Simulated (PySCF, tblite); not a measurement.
# C5H6F2: magnetic properties

What do calculations give for the magnetic properties of C5H6F2 (`FC[C@H]1C=C(F)C1`)?

Programs: tblite 0.8.0 and PySCF 2.14.0, with routines of our own; each step states its level. All values are computed. Atoms count from 0.

## Step 1: The system as given

13 atoms, charge 0, multiplicity 1; geometry from: force field or distance geometry start.

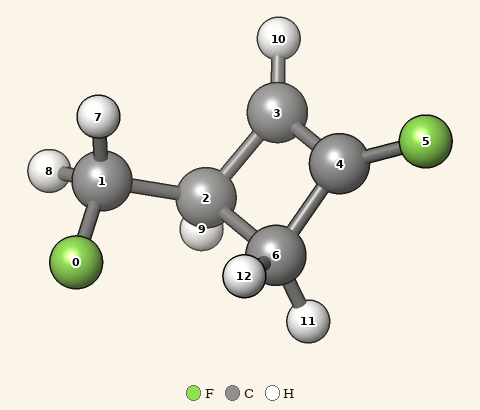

The starting geometry (fluorine green, carbon grey, hydrogen white).

## Step 2: Geometry optimisation with GFN2-xTB, one coordinate held

Job settings and geometry (Å):

```
{"job": {"kind": "relax", "xc": "GFN2-xTB", "basis": "xTB"}, "charge": 0, "multiplicity": 1}
F     -2.097100    -1.221000     0.582500
C     -1.583700     0.022200     0.353900
C     -0.322300    -0.155800    -0.480300
C      0.886800     0.648400    -0.058700
C      1.631200    -0.456300     0.190800
F      2.891200    -0.633700     0.599700
C      0.515200    -1.407500    -0.183000
H     -1.364200     0.477600     1.341300
H     -2.329000     0.613500    -0.152700
H     -0.581900    -0.055800    -1.545400
H      1.089700     1.702600     0.021400
H      0.693200    -2.054600    -1.047600
H      0.139800    -2.040400     0.647000
```

On the command line:

```
$ OMP_NUM_THREADS=1 python excited_run.py task.json out
```

One launch serves the whole session: the jobs run in the order shown.

The program printed:

```text
step      E/eV     max force
  0    -630.52917    1.922
  1    -630.58337    1.248
  2    -630.60302    0.363
  3    -630.61013    0.246
  4    -630.61569    0.196
  5    -630.61981    0.224
  6    -630.62386    0.235
  7    -630.62556    0.146
  8    -630.62630    0.124
  9    -630.62669    0.116
 10    -630.62697    0.113
 11    -630.62721    0.114
 12    -630.62746    0.130
 13    -630.62768    0.148
 14    -630.62783    0.153
 15    -630.62792    0.152
 16    -630.62801    0.158
 17    -630.62814    0.164
 18    -630.62828    0.170
 19    -630.62839    0.173
 20    -630.62846    0.175
 21    -630.62854    0.179
 22    -630.62861    0.178
 23    -630.62869    0.176
 24    -630.62875    0.172
 25    -630.62881    0.170
 26    -630.62886    0.165
 27    -630.62890    0.161
 28    -630.62893    0.158
 29    -630.62896    0.163
 30    -630.62900    0.163
 31    -630.62903    0.157
 32    -630.62905    0.152
 33    -630.62907    0.153
 34    -630.62909    0.155
 35    -630.62910    0.158
 36    -630.62911    0.159
```

It took 0.23 s on 1 thread of Intel Xeon Platinum 8375C at 2.90GHz, shared host.

One coordinate is held by a constraint (a dihedral, as typed in the start), so the force along it need not vanish.

Relaxation path: (not every step is listed)

| step | energy from step 0 (eV) | largest force (eV/Å) |
| --- | --- | --- |
| 0 | 0.0000 | 1.9223 |
| 1 | -0.0542 | 1.2481 |
| 2 | -0.0738 | 0.3627 |
| 3 | -0.0810 | 0.2456 |
| 4 | -0.0865 | 0.1956 |
| 5 | -0.0906 | 0.2236 |
| 6 | -0.0947 | 0.2349 |
| 7 | -0.0964 | 0.1463 |
| 8 | -0.0971 | 0.1237 |
| 10 | -0.0978 | 0.1130 |
| 12 | -0.0983 | 0.1296 |
| 14 | -0.0987 | 0.1526 |
| 16 | -0.0988 | 0.1579 |
| 18 | -0.0991 | 0.1695 |
| 20 | -0.0993 | 0.1751 |
| 22 | -0.0994 | 0.1783 |
| 24 | -0.0996 | 0.1724 |
| 26 | -0.0997 | 0.1646 |
| 28 | -0.0998 | 0.1577 |
| 30 | -0.0998 | 0.1629 |
| 31 | -0.0999 | 0.1573 |
| 32 | -0.0999 | 0.1519 |
| 33 | -0.0999 | 0.1534 |
| 34 | -0.0999 | 0.1554 |
| 35 | -0.0999 | 0.1576 |
| 36 | -0.0999 | 0.1585 |

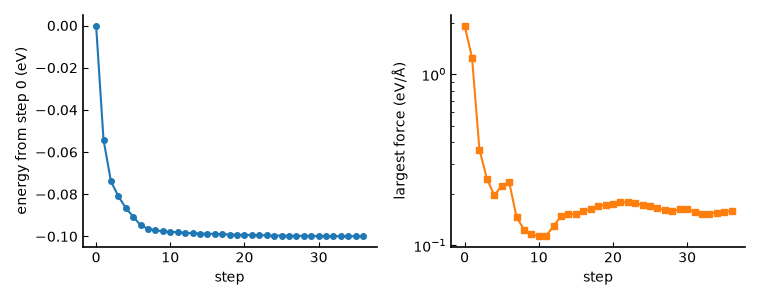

Energy and force, step by step.

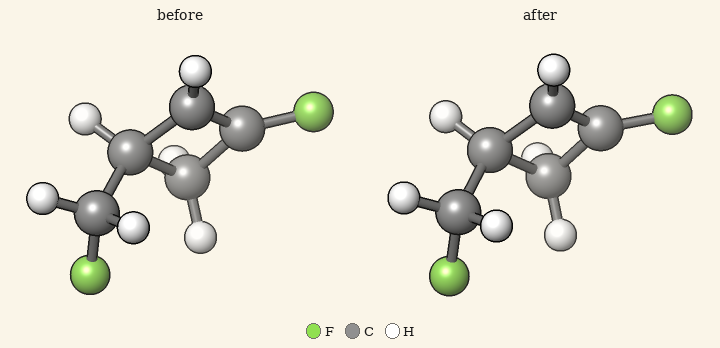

The geometry before (left) and after (right).

Close pairs (by a distance rule), those that changed most:

| bond | before (Å) | after (Å) | change (Å) |
| --- | --- | --- | --- |
| C3–C4 | 1.355 | 1.325 | -0.030 |
| C2–C6 | 1.535 | 1.562 | +0.027 |
| C6–H12 | 1.109 | 1.088 | -0.021 |
| C4–C6 | 1.513 | 1.494 | -0.020 |
| C1–H8 | 1.078 | 1.094 | +0.016 |
| C1–H7 | 1.109 | 1.096 | -0.014 |
| C2–H9 | 1.101 | 1.090 | -0.011 |
| F0–C1 | 1.364 | 1.374 | +0.010 |

The final coordinates are the input of the step that follows.

## Step 3: Magnetic properties: GIAO HF/pcSseg-1

Job settings and geometry (Å):

```
{"job": {"kind": "mag", "xc": "HF", "basis": "pcSseg-1", "isotopologues": 0}, "charge": 0, "multiplicity": 1}
F     -2.147684    -1.202586     0.622601
C     -1.566665     0.014480     0.360064
C     -0.320261    -0.148717    -0.507624
C      0.888577     0.654277    -0.065463
C      1.591658    -0.438898     0.191645
F      2.831144    -0.660725     0.630558
C      0.530756    -1.419447    -0.187636
H     -1.307357     0.441115     1.335279
H     -2.328270     0.631651    -0.124726
H     -0.565025    -0.056334    -1.566027
H      1.062317     1.710171    -0.001948
H      0.753170    -2.053619    -1.043313
H      0.146340    -2.032062     0.624827
```

Level: GIAO HF/pcSseg-1 magnetisability, rotational g tensor and spin-rotation constants, non-relativistic, gas phase.

The program printed:

```text
final grid: 111480 points
cycle   1  E = -391.4449092194  dE =  1.712e+00  |g| = 7.289e-01  |ddm| = 3.144e+00
cycle   2  E = -391.5480252471  dE = -1.031e-01  |g| = 4.166e-01  |ddm| = 6.892e-01
cycle   3  E = -391.5765322275  dE = -2.851e-02  |g| = 7.682e-02  |ddm| = 2.756e-01
cycle   4  E = -391.5783682779  dE = -1.836e-03  |g| = 1.829e-02  |ddm| = 9.160e-02
cycle   5  E = -391.5784831701  dE = -1.149e-04  |g| = 5.572e-03  |ddm| = 2.707e-02
cycle   6  E = -391.5784952128  dE = -1.204e-05  |g| = 1.903e-03  |ddm| = 8.289e-03
cycle   7  E = -391.5784972990  dE = -2.086e-06  |g| = 7.621e-04  |ddm| = 3.555e-03
cycle   8  E = -391.5784975689  dE = -2.699e-07  |g| = 2.162e-04  |ddm| = 1.251e-03
cycle   9  E = -391.5784976098  dE = -4.091e-08  |g| = 8.200e-05  |ddm| = 5.252e-04
cycle  10  E = -391.5784976147  dE = -4.950e-09  |g| = 2.861e-05  |ddm| = 1.888e-04
cycle  11  E = -391.5784976154  dE = -6.474e-10  |g| = 1.142e-05  |ddm| = 6.984e-05
converged SCF energy = -391.5784976154

Magnetisability tensor (1e-30 J/T^2)
     -961.29      -35.79       32.02
      -35.79     -985.07       15.59
       32.02       15.59     -950.17
isotropic -965.51   principal values   -1024.69   -951.41   -920.43
isotropic susceptibility -58.144 1e-6 cm^3/mol

Inertial axes            a          b          c
rot. const./GHz      6.8012     1.4927     1.3583
chi total           -58.128    -59.371    -56.934
chi diamagnetic    -264.189   -805.860   -885.054
chi paramagnetic    206.061    746.489    828.120
quadrupole/D A      -10.309      6.166      4.142
g nuclear            0.6239     0.5100     0.5154
g electronic        -0.6584    -0.5235    -0.5285
g total             -0.0345    -0.0135    -0.0131

Spin-rotation constants (kHz, H = +C I.J)
atom  isotope        aa         bb         cc
  0    19F       -0.391      0.672      0.269
  5    19F        5.739      2.147      0.756
  7     1H       -0.610     -0.170      0.068
  8     1H       -0.147     -0.050     -0.119
  9     1H       -0.689     -0.141      0.020
 10     1H       -0.641      0.067     -0.137
 11     1H       -0.735     -0.121      0.014
 12     1H       -0.620     -0.030     -0.086
  1    13C*       1.581      0.287      0.337
  2    13C*       1.127      0.211      0.170
  3    13C*       2.463      0.385      0.267
  4    13C*       3.305      0.446      0.377
  6    13C*       0.927      0.241      0.221
* in the singly substituted isotopologue
```

It took 8 s on 1 thread of Intel Xeon Platinum 8375C at 2.90GHz, shared host; peak memory 0.77 GiB.

From this job:

| quantity | value |
| --- | --- |
| magnetisability | -966·10⁻³⁰ J/T² |
| molar susceptibility | -58.1·10⁻⁶ cm³/mol |
| rotational g (a, b, c) | -0.0345, -0.0135, -0.0131 |

## Step 4: Outcome

```
                                         quantity                      value
       magnetisability (step 3, GIAO HF/pcSseg-1)            -966·10⁻³⁰ J/T²
  molar susceptibility (step 3, GIAO HF/pcSseg-1)         -58.1·10⁻⁶ cm³/mol
rotational g (a, b, c) (step 3, GIAO HF/pcSseg-1)  -0.0345, -0.0135, -0.0131
```

**Reading.** The values above hold for this geometry and these levels alone. Vibrational averaging and real surroundings are missing from these values.
